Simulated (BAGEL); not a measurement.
# doublet [BHSeF2]+ at 4 levels

Wanted: a comparison of 4 runs (UHF/STO-3G, ROHF/6-31G*, ROHF/aug-cc-pVDZ, UHF/aug-cc-pVDZ) of doublet [BHSeF2]+. 

The calculation is run with BAGEL 1.2.2.

4 further runs of the same task are left out: 3 that didn't finish, 1 set aside as unsound or not needed. Runs told in other sessions of the task aren't counted.

## 1. Starting point

[BHSeF2]+ has 5 atoms, charge +1, and is taken as a doublet. As SMILES of the parent species, `FB(F)[SeH]`. The shape is that of a PBE0-D4/def2-TZVP optimisation. That shape belongs to the parent species and isn't relaxed for this state.

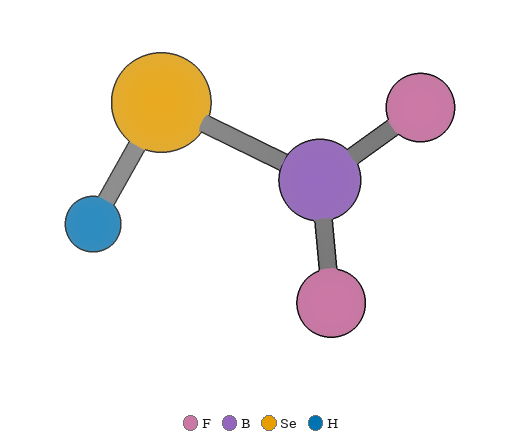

Viewed from a chosen angle; fluorine pink, boron purple, selenium amber, hydrogen blue.

## 2. The energy at UHF/STO-3G (density fitting with qzvpp-jkfit) (run 1)

The input, calc.json:

```json
{ "bagel" : [

{
  "title" : "molecule",
  "basis" : "sto-3g",
  "df_basis" : "qzvpp-jkfit",
  "angstrom" : true,
  "geometry" : [
    { "atom" : "F", "xyz" : [       0.971300,      -1.477000,       0.583800 ] },
    { "atom" : "B", "xyz" : [       0.105300,      -0.542100,       0.251300 ] },
    { "atom" : "F", "xyz" : [      -1.159100,      -0.716000,       0.574300 ] },
    { "atom" : "Se", "xyz" : [       0.735700,       1.032900,      -0.691600 ] },
    { "atom" : "H", "xyz" : [      -0.603400,       1.628400,      -0.759200 ] }
  ]
},

{ "title" : "uhf", "charge" : 1, "nopen" : 1 },

{ "title" : "print", "file" : "orbitals.molden", "orbitals" : true }

]}
```

Started as:

```
$ BAGEL_NUM_THREADS=1 BAGEL calc.json > calc.out
```

The log of the run:

```text
* using 1 threads per process

  ===============================================================
  ===============================================================

  *** Geometry ***

  { "atom" : "F", "xyz" : [      1.835491,     -2.791125,      1.103222 ] },
  { "atom" : "B", "xyz" : [      0.198988,     -1.024421,      0.474888 ] },
  { "atom" : "F", "xyz" : [     -2.190382,     -1.353044,      1.085270 ] },
  { "atom" : "Se", "xyz" : [      1.390272,      1.951898,     -1.306935 ] },
  { "atom" : "H", "xyz" : [     -1.140261,      3.077230,     -1.434680 ] },

  Number of auxiliary basis functions:      513

  Since a DF basis is specified, we compute 2- and 3-index integrals:
    o Being stored without compression. Storage requirement is 0.005 GB

  Number of basis functions:       34
  Number of electrons      :       58

    * METHOD: MOLECULE                             0.20

  *** Open-shell HF ***

  === Nuclear Repulsion ===
   231.4813469043

      * DIIS with orbital gradients will be used.

  === UHF iteration (sto-3g) ===
      0      -2594.33499835          0.03666490           0.06
      1      -2594.45046050          0.01205095           0.06
      2      -2594.46047858          0.00378005           0.06
      3      -2594.46160918          0.00041442           0.06
      4      -2594.46171492          0.00005557           0.06
      5      -2594.46174046          0.00000942           0.06
      6      -2594.46174707          0.00000418           0.06
      7      -2594.46175005          0.00000225           0.06
      8      -2594.46175086          0.00000138           0.06
      9      -2594.46175123          0.00000041           0.06
     10      -2594.46175124          0.00000010           0.06
     11      -2594.46175124          0.00000006           0.06
     12      -2594.46175124          0.00000003           0.06
     13      -2594.46175124          0.00000001           0.06
     14      -2594.46175124          0.00000001           0.06
    * SCF iteration converged.

    * S^2 (UHF) is 0.7566

    * Permanent dipole moment:
           (    0.387996,    -0.891047,     0.397072) a.u.

    * METHOD: UHF                                  1.00

    * METHOD: PRINT                                0.00

  ===============================================================
```

It took 1.3 s on 1 thread of Arm Neoverse V1, shared host.

## 3. The energy at ROHF/6-31G(d) (density fitting with qzvpp-jkfit, spherical functions) (run 2)

The input, hf.json:

```json
{ "bagel": [

{
  "title": "molecule",
  "basis": "6-31gs.json",
  "df_basis": "qzvpp-jkfit",
  "angstrom": true,
  "geometry": [
    { "atom": "F", "xyz": [    0.971300,   -1.477000,    0.583800 ] },
    { "atom": "B", "xyz": [    0.105300,   -0.542100,    0.251300 ] },
    { "atom": "F", "xyz": [   -1.159100,   -0.716000,    0.574300 ] },
    { "atom": "Se", "xyz": [    0.735700,    1.032900,   -0.691600 ] },
    { "atom": "H", "xyz": [   -0.603400,    1.628400,   -0.759200 ] }
  ]
},
{ "title": "rohf", "charge": 1, "nopen": 1 },
{ "title": "print", "file": "orbitals.molden", "orbitals": true }

]}
```

The basis set 6-31G* is read from a file made from the Basis Set Exchange's data (not shown).

Started as:

```
$ BAGEL_NUM_THREADS=1 BAGEL hf.json > hf.out
```

The log of the run:

```text
* using 1 threads per process

  ===============================================================
  ===============================================================

  *** Geometry ***

  { "atom" : "F", "xyz" : [      1.835491,     -2.791125,      1.103222 ] },
  { "atom" : "B", "xyz" : [      0.198988,     -1.024421,      0.474888 ] },
  { "atom" : "F", "xyz" : [     -2.190382,     -1.353044,      1.085270 ] },
  { "atom" : "Se", "xyz" : [      1.390272,      1.951898,     -1.306935 ] },
  { "atom" : "H", "xyz" : [     -1.140261,      3.077230,     -1.434680 ] },

  Number of auxiliary basis functions:      513

  Since a DF basis is specified, we compute 2- and 3-index integrals:
    o Being stored without compression. Storage requirement is 0.024 GB

  Number of basis functions:       76
  Number of electrons      :       58

    * METHOD: MOLECULE                             0.28

  *** Open-shell HF ***

  === Nuclear Repulsion ===
   231.4813469043

      * DIIS with orbital gradients will be used.

  === ROHF iteration (6-31gs.json) ===
      0      -2623.27625223          0.04309343           0.14
      1      -2623.41177208          0.02752310           0.14
      2      -2623.45226478          0.01694636           0.15
      3      -2623.47729170          0.00073514           0.14
      4      -2623.47742525          0.00011424           0.14
      5      -2623.47742919          0.00003749           0.14
      6      -2623.47742963          0.00001187           0.15
      7      -2623.47742963          0.00000239           0.14
      8      -2623.47742963          0.00000072           0.15
      9      -2623.47742963          0.00000026           0.14
     10      -2623.47742962          0.00000010           0.14
     11      -2623.47742962          0.00000003           0.14
     12      -2623.47742962          0.00000001           0.14
    * SCF iteration converged.

    * S^2 (ROHF) is 0.7500

    * Permanent dipole moment:
           (   -0.020703,    -1.335042,     0.705184) a.u.

    * METHOD: ROHF                                 2.08

    * METHOD: PRINT                                0.02

  ===============================================================
```

It took 2.5 s on 1 thread of Arm Neoverse V1, shared host; peak memory 0.12 GiB.

Run 3 isn't shown in full; the table further down has it.

## 4. The energy at UHF/aug-cc-pVDZ (density fitting with qzvpp-jkfit) (run 4)

The input, job.json:

```json
{ "bagel": [

{
  "title": "molecule",
  "basis": "aug-cc-pvdz.json",
  "df_basis": "qzvpp-jkfit",
  "angstrom": "true",
  "geometry": [
    { "atom": "F", "xyz": [    0.971300,   -1.477000,    0.583800 ] },
    { "atom": "B", "xyz": [    0.105300,   -0.542100,    0.251300 ] },
    { "atom": "F", "xyz": [   -1.159100,   -0.716000,    0.574300 ] },
    { "atom": "Se", "xyz": [    0.735700,    1.032900,   -0.691600 ] },
    { "atom": "H", "xyz": [   -0.603400,    1.628400,   -0.759200 ] }
  ]
},
{ "title": "uhf", "charge": 1, "nopen": 1 },
{ "title": "print", "file": "orbitals.molden", "orbitals": "true" }

]}
```

The basis set aug-cc-pVDZ is read from a file made from the Basis Set Exchange's data (not shown).

Started as:

```
$ BAGEL_NUM_THREADS=1 BAGEL job.json > job.out
```

The log of the run:

```text
* using 1 threads per process

  ===============================================================
  ===============================================================

  *** Geometry ***

  { "atom" : "F", "xyz" : [      1.835491,     -2.791125,      1.103222 ] },
  { "atom" : "B", "xyz" : [      0.198988,     -1.024421,      0.474888 ] },
  { "atom" : "F", "xyz" : [     -2.190382,     -1.353044,      1.085270 ] },
  { "atom" : "Se", "xyz" : [      1.390272,      1.951898,     -1.306935 ] },
  { "atom" : "H", "xyz" : [     -1.140261,      3.077230,     -1.434680 ] },

  Number of auxiliary basis functions:      513

  Since a DF basis is specified, we compute 2- and 3-index integrals:
    o Being stored without compression. Storage requirement is 0.053 GB

  Number of basis functions:      114
  Number of electrons      :       58

    * METHOD: MOLECULE                             0.34

  *** Open-shell HF ***

  === Nuclear Repulsion ===
   231.4813469043

      * DIIS with orbital gradients will be used.

  === UHF iteration (aug-cc-pvdz.json) ===
      0      -2623.40953840          0.03628128           0.25
      1      -2623.64807480          0.02549038           0.26
      2      -2623.73048171          0.01432195           0.24
      3      -2623.78151778          0.00141787           0.24
      4      -2623.78206130          0.00035534           0.23
      5      -2623.78211370          0.00007456           0.24
      6      -2623.78212308          0.00001650           0.23
      7      -2623.78212527          0.00000456           0.24
      8      -2623.78212598          0.00000212           0.24
      9      -2623.78212624          0.00000115           0.24
     10      -2623.78212641          0.00000054           0.23
     11      -2623.78212648          0.00000029           0.24
     12      -2623.78212651          0.00000012           0.24
     13      -2623.78212651          0.00000005           0.23
     14      -2623.78212651          0.00000003           0.24
     15      -2623.78212651          0.00000001           0.24
     16      -2623.78212651          0.00000001           0.24
    * SCF iteration converged.

    * S^2 (UHF) is 0.7608

    * Permanent dipole moment:
           (   -0.040636,    -1.360508,     0.722213) a.u.

    * METHOD: UHF                                  4.39

    * METHOD: PRINT                                0.03

  ===============================================================
```

Run time: 5.1 s. Hardware: 1 thread of Arm Neoverse V1, shared host; peak memory 0.17 GiB.

## 5. Overview of the runs

```csv
run,level,energy (Eh),⟨S²⟩,wall time
1,UHF/STO-3G (density fitting with qzvpp-jkfit),-2594.461751,0.757,1.3 s
2,"ROHF/6-31G* (density fitting with qzvpp-jkfit, spherical functions)",-2623.477430,0.750,2.5 s
3,ROHF/aug-cc-pVDZ (density fitting with qzvpp-jkfit),-2623.777902,0.750,4.2 s
4,UHF/aug-cc-pVDZ (density fitting with qzvpp-jkfit),-2623.782127,0.761,5.1 s
```

## 6. Results

| quantity | value |
| --- | --- |
| run 4: total energy | -2623.78213 Eh |
| run 4: ⟨S²⟩ | 0.761 |

**Reading.** In run 1 the basis is minimal, so the values are rough. All runs together took 13 s, the longest 5.1 s.
